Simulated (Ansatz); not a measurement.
# Geometry relaxation, with input and output: HfSiH3Cl2OF (part 2 of 2)

The same run, continued: HfSiH3Cl2OF; RKS PBE/def2-SVP (Ansatz 0.2.0). It belongs to a series of runs on one base structure; here: start relaxed.

Geometry of the input (Å):
```
Hf 0.0000  0.0000  0.0000
O  0.0000  0.0000  2.0700
Si -1.3147  -0.4067  3.0336
H  -2.2390  -1.2403  2.2704
H  -0.8506  -1.1432  4.2057
H  -1.9987  0.8095  3.4633
Cl 2.3764  0.0000  -0.8392
Cl -1.1869  2.0563  -0.8392
F  -0.9326  -1.6157  -0.6593
```

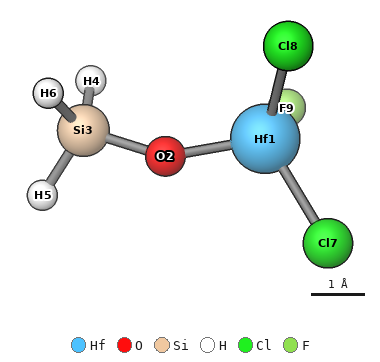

**Figure 1.** The geometry at step 5 of the log (ball-and-stick view, seen at a tilt; atoms are numbered from 1 in the order of the input).

Log, continued:
```
relax step  10: F+E_penalty+E_count = -39019.36023581 eV  Δ(F+E_penalty+E_count) = -3.290e-4 eV  max|allowed force component| = 4.525e-2 eV/Å  Δτ_max = 0.0245 Å  (31 SCF iters, accepted)
these checks for a lower state are left out or cut short: starts, cluster_reference, orbital_swaps, neighbouring_geometries, increment
1365 factors; their error is unknown
mean field evaluation 96: about -39019.3608 eV, gradient 9.0e-6 eV
mean field -39019.36075645 eV, -1433.9350595269 hartree, gradient 9.0e-6 eV, S^2 0.000000; 0 other end points of the search recorded, 0 dependent functions left out
the calculation of the forces begins
reference -39019.36083082 eV, -1433.9350622600 hartree; 40, 40 occupied and 89, 89 virtual orbitals, 1365 factors
relax step  11: F+E_penalty+E_count = -39019.36075645 eV  Δ(F+E_penalty+E_count) = -5.206e-4 eV  max|allowed force component| = 1.769e-2 eV/Å  Δτ_max = 0.0112 Å  (32 SCF iters, accepted)
1365 factors; their error is unknown
mean field -39019.36075645 eV, -1433.9350595269 hartree, gradient 8.9e-6 eV, S^2 0.000000; 1 other end points of the search recorded, 0 dependent functions left out
the calculation of the forces begins
reference -39019.36083082 eV, -1433.9350622600 hartree; 40, 40 occupied and 89, 89 virtual orbitals, 1365 factors
Total energy: -39019.36083082 eV, -1433.9350622600 hartree
Atom 0 at    -0.063663     0.015891    -0.211195 Å, force     0.000795    -0.004073    -0.011090 eV/Å
Atom 1 at    -0.754644    -0.219794     1.568910 Å, force    -0.006349    -0.002568     0.017690 eV/Å
Atom 2 at    -1.379286    -0.438387     3.126568 Å, force     0.001272     0.000698    -0.007413 eV/Å
Atom 3 at    -2.566054    -1.354894     3.049421 Å, force     0.000074     0.000002     0.000415 eV/Å
Atom 4 at    -0.313940    -1.045148     3.992982 Å, force     0.001512     0.000828    -0.000024 eV/Å
Atom 5 at    -1.792122     0.897264     3.673653 Å, force    -0.000740    -0.000129     0.000993 eV/Å
Atom 6 at     2.296129     0.042291    -0.122775 Å, force     0.002719    -0.000541     0.000173 eV/Å
Atom 7 at    -0.917501     2.027933    -1.105518 Å, force    -0.000481     0.001075    -0.001681 eV/Å
Atom 8 at    -0.655019    -1.465256    -1.266746 Å, force     0.001199     0.004708     0.000937 eV/Å
Dipole moment:    -0.179016    -0.080094     0.417899 e Å
```

Trajectory as extended XYZ (Å, eV, eV/Å), 11 frames, from step=1 to step=11:
```
9
Properties=species:S:1:pos:R:3:forces:R:3 step=1 energy=-39018.51075
Hf    0.0000    0.0000    0.0000    0.3881   0.1678   0.4397
O     0.0000    0.0000    2.0700    0.1602   0.0450  -3.1103
Si   -1.3147   -0.4067    3.0336    0.2897   0.1402   0.2937
H    -2.2390   -1.2403    2.2704   -0.5742  -0.4941  -0.5038
H    -0.8506   -1.1432    4.2057    0.2727  -0.4227   0.6083
H    -1.9987    0.8095    3.4633   -0.3903   0.6751   0.2182
Cl    2.3764    0.0000   -0.8392   -1.8852  -0.0199   0.6899
Cl   -1.1869    2.0563   -0.8392    0.8794  -1.6363   0.6933
F    -0.9326   -1.6157   -0.6593    0.8596   1.5450   0.6709
9
Properties=species:S:1:pos:R:3:forces:R:3 step=2 energy=-39019.14915
Hf    0.0399    0.0420   -0.0029   -0.3949  -0.6462   0.4678
O    -0.0435   -0.0040    1.9380   -0.1420  -0.0171   0.0255
Si   -1.2992   -0.3985    3.0097    0.0099  -0.0053   0.0281
H    -2.2669   -1.2507    2.2608   -0.1897  -0.1599  -0.1058
H    -0.8064   -1.1507    4.1955    0.2149  -0.0844   0.1298
H    -1.9989    0.8360    3.4567   -0.0434   0.2522   0.0722
Cl    2.2083    0.0023   -0.7700    1.0330   0.0036  -0.3003
Cl   -1.1015    1.8981   -0.7639   -0.4394   0.7338  -0.2750
F    -0.8779   -1.5147   -0.6185   -0.0484  -0.0767  -0.0423
9
Properties=species:S:1:pos:R:3:forces:R:3 step=3 energy=-39019.23146
Hf    0.0439    0.0277   -0.0210   -0.0111  -0.0271   0.1575
O    -0.0876   -0.0133    1.9218   -0.0928  -0.0393  -0.2961
Si   -1.3201   -0.4028    3.0233   -0.0359  -0.0194   0.0850
H    -2.3119   -1.2656    2.2937   -0.0538  -0.0269   0.0378
H    -0.7619   -1.1493    4.1975    0.0736   0.0037  -0.0121
H    -1.9935    0.8553    3.4824    0.0142   0.0444   0.0228
Cl    2.2800    0.0037   -0.7639    0.1101   0.0015   0.0233
Cl   -1.1203    1.9300   -0.7794   -0.0236   0.0418  -0.0175
F    -0.8747   -1.5258   -0.6490    0.0192   0.0214  -0.0007
9
Properties=species:S:1:pos:R:3:forces:R:3 step=4 energy=-39019.26195
Hf    0.0405    0.0269   -0.0592    0.1556   0.1191   0.0921
O    -0.1536   -0.0347    1.8701   -0.1923  -0.0611  -0.1714
Si   -1.3372   -0.4088    3.0361    0.0371  -0.0280   0.0611
H    -2.3790   -1.2829    2.3766    0.0659   0.0684   0.0887
H    -0.6953   -1.1415    4.1845   -0.0180   0.0499  -0.0913
H    -1.9707    0.8675    3.5210    0.0423  -0.0576  -0.0221
Cl    2.3287    0.0126   -0.6964   -0.1541  -0.0008   0.0708
Cl   -1.1176    1.9456   -0.8178    0.0557  -0.0788   0.0107
F    -0.8618   -1.5248   -0.7097    0.0076  -0.0111  -0.0385
9
Properties=species:S:1:pos:R:3:forces:R:3 step=5 energy=-39019.29181
Hf    0.0247    0.0331   -0.1118    0.2538   0.1144   0.0025
O    -0.2833   -0.0683    1.7929   -0.3868  -0.0998   0.1336
Si   -1.3615   -0.4235    3.0780    0.2270  -0.0378  -0.1401
H    -2.4768   -1.3076    2.5459    0.2125   0.1473   0.1114
H    -0.5846   -1.1369    4.1657   -0.1500   0.1161  -0.1827
H    -1.9367    0.8715    3.5951    0.0613  -0.1187  -0.0346
Cl    2.3668    0.0356   -0.5792   -0.3376  -0.0132   0.0796
Cl   -1.0670    1.9701   -0.9387    0.0806  -0.1438   0.0567
F    -0.8277   -1.5140   -0.8427    0.0390   0.0354  -0.0264
9
Properties=species:S:1:pos:R:3:forces:R:3 step=6 energy=-39019.33650
Hf    0.0145    0.0383   -0.1535   -0.1587  -0.0871   0.0305
O    -0.4613   -0.1071    1.7104    0.0806   0.0123  -0.1426
Si   -1.3655   -0.4276    3.1014   -0.1645  -0.0360   0.0839
H    -2.5203   -1.3209    2.7277    0.0613   0.0301   0.0285
H    -0.4988   -1.1100    4.1187    0.0332   0.0082  -0.0200
H    -1.8908    0.8678    3.6521    0.0324  -0.0068  -0.0047
Cl    2.3615    0.0319   -0.4417   -0.0034   0.0085   0.0240
Cl   -1.0219    1.9804   -1.0115    0.0451  -0.0144  -0.0063
F    -0.7634   -1.4930   -0.9983    0.0738   0.0853   0.0066
9
Properties=species:S:1:pos:R:3:forces:R:3 step=7 energy=-39019.35436
Hf   -0.0302    0.0126   -0.1843    0.0500   0.0623  -0.0448
O    -0.6045   -0.1858    1.6437   -0.0308  -0.0359   0.0181
Si   -1.3789   -0.4347    3.1288   -0.0378  -0.0003   0.0045
H    -2.5699   -1.3276    2.9093    0.0398   0.0189   0.0109
H    -0.4182   -1.0805    4.0849    0.0107  -0.0009  -0.0238
H    -1.8278    0.8922    3.6705    0.0091  -0.0053  -0.0089
Cl    2.3291    0.0656   -0.3070   -0.0149  -0.0103   0.0326
Cl   -0.9606    1.9982   -1.0586   -0.0073  -0.0046   0.0040
F    -0.6852   -1.4801   -1.1819   -0.0188  -0.0240   0.0074
9
Properties=species:S:1:pos:R:3:forces:R:3 step=8 energy=-39019.35907
Hf   -0.0424    0.0199   -0.2006   -0.0441  -0.0350   0.0671
O    -0.6764   -0.2035    1.6052    0.0253   0.0115  -0.0690
Si   -1.3790   -0.4369    3.1261   -0.0089  -0.0043  -0.0029
H    -2.5699   -1.3391    2.9729    0.0010   0.0011   0.0113
H    -0.3669   -1.0676    4.0374    0.0067  -0.0001   0.0003
H    -1.8060    0.8956    3.6691   -0.0025   0.0032   0.0086
Cl    2.3186    0.0529   -0.2109    0.0158   0.0012   0.0050
Cl   -0.9489    2.0128   -1.0821   -0.0012   0.0164  -0.0109
F    -0.6753   -1.4743   -1.2118    0.0077   0.0060  -0.0095
9
Properties=species:S:1:pos:R:3:forces:R:3 step=9 energy=-39019.35991
Hf   -0.0632    0.0162   -0.2141    0.0081  -0.0630  -0.0275
O    -0.7633   -0.2287    1.5630   -0.0268  -0.0006   0.0715
Si   -1.3796   -0.4395    3.1286    0.0032  -0.0435  -0.0376
H    -2.5771   -1.3487    3.0672    0.0556   0.0249  -0.0139
H    -0.3109   -1.0487    3.9939   -0.0271   0.0147  -0.0392
H    -1.7848    0.8967    3.6790    0.0083   0.0162  -0.0123
Cl    2.2999    0.0494   -0.1144   -0.0571  -0.0018  -0.0022
Cl   -0.9179    2.0249   -1.1161    0.0056  -0.0069   0.0123
F    -0.6492   -1.4617   -1.2818    0.0301   0.0600   0.0488
9
Properties=species:S:1:pos:R:3:forces:R:3 step=10 energy=-39019.36024
Hf   -0.0678    0.0141   -0.2128    0.0424  -0.0190   0.0299
O    -0.7518   -0.2206    1.5711   -0.0168   0.0022  -0.0035
Si   -1.3816   -0.4357    3.1283    0.0386  -0.0452  -0.0438
H    -2.5684   -1.3542    3.0450    0.0100   0.0337   0.0133
H    -0.3168   -1.0502    3.9920   -0.0185   0.0167   0.0026
H    -1.7858    0.9035    3.6727   -0.0137  -0.0088   0.0081
Cl    2.2933    0.0460   -0.1258   -0.0237   0.0010  -0.0009
Cl   -0.9195    2.0307   -1.0985   -0.0088  -0.0015  -0.0105
F    -0.6476   -1.4737   -1.2667   -0.0095   0.0209   0.0048
9
Properties=species:S:1:pos:R:3:forces:R:3 step=11 energy=-39019.36076
Hf   -0.0637    0.0159   -0.2112    0.0008  -0.0041  -0.0111
O    -0.7546   -0.2198    1.5689   -0.0063  -0.0026   0.0177
Si   -1.3793   -0.4384    3.1266    0.0013   0.0007  -0.0074
H    -2.5661   -1.3549    3.0494    0.0001   0.0000   0.0004
H    -0.3139   -1.0451    3.9930    0.0015   0.0008   0.0000
H    -1.7921    0.8973    3.6737   -0.0007  -0.0001   0.0010
Cl    2.2961    0.0423   -0.1228    0.0027  -0.0005   0.0002
Cl   -0.9175    2.0279   -1.1055   -0.0005   0.0011  -0.0017
F    -0.6550   -1.4653   -1.2667    0.0012   0.0047   0.0009
```

Results in brief:

- outcome: converged
- total energy: −39019.3608 eV
- mean-field energy: −39019.3608 eV
- largest force (length of the vector) at the end: 0.019 eV/Å
- hardware: 4 threads of Arm Neoverse V2, 24 GiB of memory available, shared host
- wall time: 24 s (CPU time 88 s)
- peak memory: 0.2 GiB
